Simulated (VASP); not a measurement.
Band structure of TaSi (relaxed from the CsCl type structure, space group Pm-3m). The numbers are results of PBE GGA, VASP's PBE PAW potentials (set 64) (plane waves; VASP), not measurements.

Unless said otherwise, spin-orbit coupling is left out, though it shifts the bands of the heavy elements here.

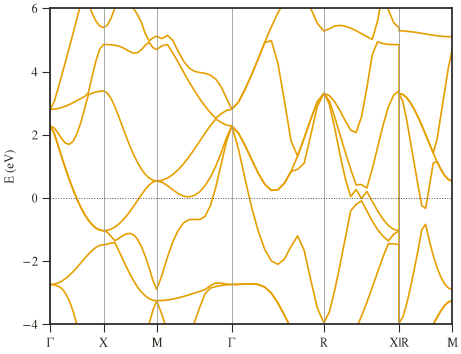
Figure: Bands along high-symmetry lines, zero at the valence-band maximum or, without a gap, the Fermi level

Question: Read the plot: is there a gap, and where are the band edges?

Answer: It has no gap at this level: it comes out as a metal or semimetal. (Edges off the drawn lines would not show.)

The structure was generated: TaSi was put into the CsCl type type (Pm-3m), which need not be its known phase. It was relaxed first, which changed the volume by -36 %. The electron count is odd and the run is not spin-polarised, which forces a metal.
